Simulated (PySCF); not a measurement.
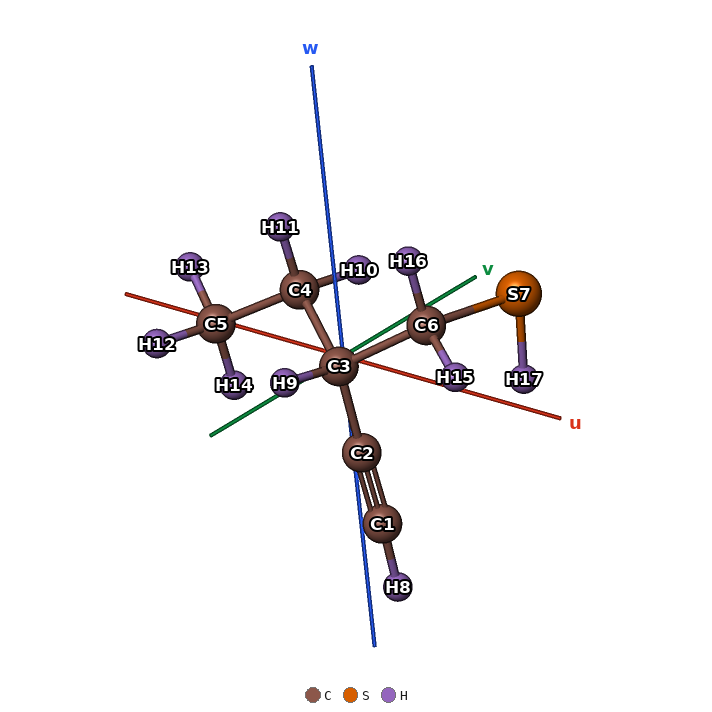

The lines u, v and w are the principal axes of the g tensor. State: charge +1, doublet. The computed structure is the end point of a GFN2-xTB optimisation. No frequency run is at hand to confirm it as a minimum. Method: UKS B3LYP, pcH-1 on C H S, non-relativistic, mean-field spin-orbit, GIAO (PySCF 2.14.0). The run warned: orbitally degenerate or nearly so: second-order g, spin-orbit hyperfine and D do not apply.

> Along which axis does g lie farthest from the free-electron value?

Along w (nearly parallel to the C2–C3 bond): the shift is 31801 ppm.

Give the principal values and shifts.

```tsv
axis	g	shift (ppm)
u	2.00216	−156
v	2.01492	12600
w	2.03412	31801
```
